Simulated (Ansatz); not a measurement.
# GeH3O (SMILES [OH][GeH2]) at USVWN5/STO-3G

Aim: the vertical ionisation energy of GeH3O at USVWN5/STO-3G, from 2 runs. 

The results are computed with Ansatz 0.2.0.

**1. The molecule**

GeH3O has 5 atoms, charge 0, and is taken as a doublet. SMILES: `[OH][GeH2]`. Geometry: relaxed at PBE0-D4/def2-TZVP. This is one conformer, not always the lowest.

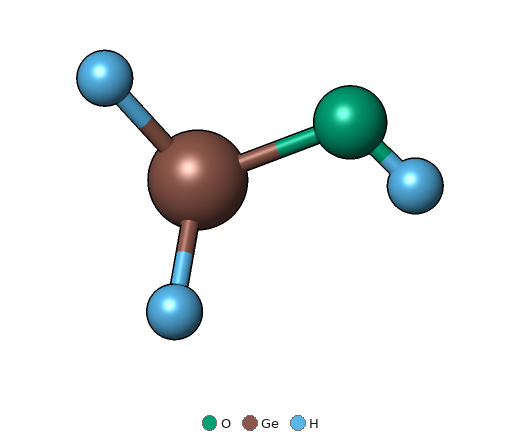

Viewed from a chosen angle; oxygen teal, germanium brown, hydrogen blue.

**2. A single-point energy at USVWN5/STO-3G**

run.yaml reads:

```yaml
crystal:
  periodic: [false, false, false]
  atoms:
    - {symbol: O, position_ang: [0.355500, -1.075800, 0.460700]}
    - {symbol: Ge, position_ang: [-0.520100, 0.416100, 0.017700]}
    - {symbol: H, position_ang: [1.097400, -0.907600, 1.046500]}
    - {symbol: H, position_ang: [-1.396800, -0.014400, -1.180300]}
    - {symbol: H, position_ang: [0.513900, 1.508000, -0.385900]}
basis:
  gaussian: {orbitals: STO-3G}
hamiltonian: {xc: {name: SVWN5}}
accuracy: high
magnetization: {spin_polarized: true, initial_magnetization: 1}
```

The run is started by

```bash
$ ansatz run run.yaml --threads 1 --pin off --max-ram 2610MiB --events-out events.jsonl --progress --plain --runs-dir runs
```

Log:

```text
Warning: RAYON_NUM_THREADS=1 ignored (pool sized by the plan → 1); use --threads N
Functional definition: SVWN5
  name "SVWN5"
  exchange = slater_x
  correlation = vwn5_c
380 factors; integrals over basis functions are off by at most 4.2e-9 eV
mean field evaluation 1: about -57749.9382 eV, gradient 1.4e2 eV
mean field evaluation 2: about -57725.5818 eV, gradient 1.0e2 eV
mean field evaluation 4: about -57738.9138 eV, gradient 1.1e2 eV
mean field evaluation 8: about -57824.5378 eV, gradient 2.4e0 eV
mean field evaluation 16: about -57824.6320 eV, gradient 1.8e-8 eV
mean field -57824.63199902 eV, -2125.0160310208 hartree, gradient 2.0e-8 eV, S^2 0.750329; 0 other end points of the search recorded, 0 dependent functions left out
reference -57824.63200082 eV, -2125.0160310868 hartree; 22, 21 occupied and 4, 5 virtual orbitals, 380 factors
Total energy: -57824.63200082 eV, -2125.0160310868 hartree
```

Wall time 1.4 s (1 thread of Arm Neoverse V1, shared host); peak memory 0.11 GiB.

**3. The singlet cation**

molecule.yaml reads:

```yaml
crystal:
  periodic: [false, false, false]
  atoms:
    - {symbol: O, position_ang: [0.355500, -1.075800, 0.460700]}
    - {symbol: Ge, position_ang: [-0.520100, 0.416100, 0.017700]}
    - {symbol: H, position_ang: [1.097400, -0.907600, 1.046500]}
    - {symbol: H, position_ang: [-1.396800, -0.014400, -1.180300]}
    - {symbol: H, position_ang: [0.513900, 1.508000, -0.385900]}
basis:
  gaussian:
    orbitals: STO-3G
hamiltonian:
  xc: {name: SVWN5}
total_charge: 1
accuracy: high
```

The run is started by

```bash
$ ansatz run molecule.yaml --threads 1 --pin off --max-ram 2610MiB --events-out events.jsonl --progress --plain --runs-dir runs
```

Log:

```text
Warning: RAYON_NUM_THREADS=1 ignored (pool sized by the plan → 1); use --threads N
Functional definition: SVWN5
  name "SVWN5"
  exchange = slater_x
  correlation = vwn5_c
380 factors; integrals over basis functions are off by at most 4.2e-9 eV
mean field evaluation 1: about -57674.4823 eV, gradient 2.4e2 eV
mean field evaluation 2: about -57596.0473 eV, gradient 1.7e2 eV
mean field evaluation 4: about -57623.7286 eV, gradient 1.5e2 eV
mean field evaluation 8: about -57642.1712 eV, gradient 1.6e2 eV
mean field evaluation 16: about -57819.0379 eV, gradient 3.5e-1 eV
mean field -57819.01939587 eV, -2124.8097716592 hartree, gradient 2.7e-8 eV, S^2 0.000000; 0 other end points of the search recorded, 0 dependent functions left out
reference -57819.01939768 eV, -2124.8097717259 hartree; 21, 21 occupied and 5, 5 virtual orbitals, 380 factors
Total energy: -57819.01939768 eV, -2124.8097717259 hartree
```

It took 1.1 s on 1 thread of Arm Neoverse V1, shared host; peak memory 0.091 GiB.

**4. What came out**

Level: USVWN5/STO-3G.

```
                                          quantity           value
                       doublet GeH3O: total energy  -2125.01603 Eh
                               doublet GeH3O: ⟨S²⟩           0.750
                      singlet cation: total energy  -2124.80977 Eh
vertical ionisation energy (to the singlet cation)        5.613 eV
```

The vertical ionisation energy comes to 5.61 eV (542 kJ/mol). Only the singlet of the ionised species was computed; a triplet could lie lower. In a minimal basis such a difference can be off by several eV, whatever the method.
